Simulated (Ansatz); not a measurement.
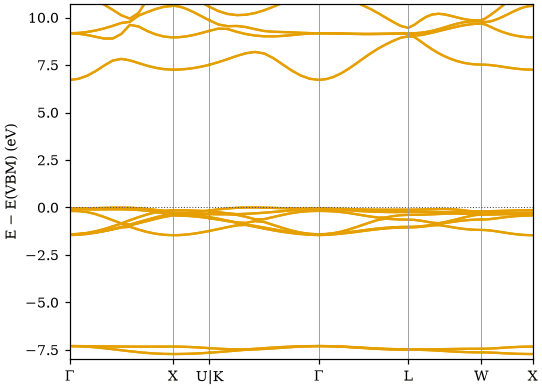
Figure: Band structure from PBE with spin–orbit coupling in the plane-wave PAW code Ansatz

Task: Read off the gap and where the band edges lie.

Result: About 6.7 eV (6.72 eV by a search for the band edges); maximum on the K–Γ line, 39 % of the way from K, minimum at Γ.

The material is BaF2 (fluorite, space group No. 225).

Space group Fm-3m (fluorite). Symmetry was held in the PBE relaxation.

Potentials: the later of the program's two PAW sets.
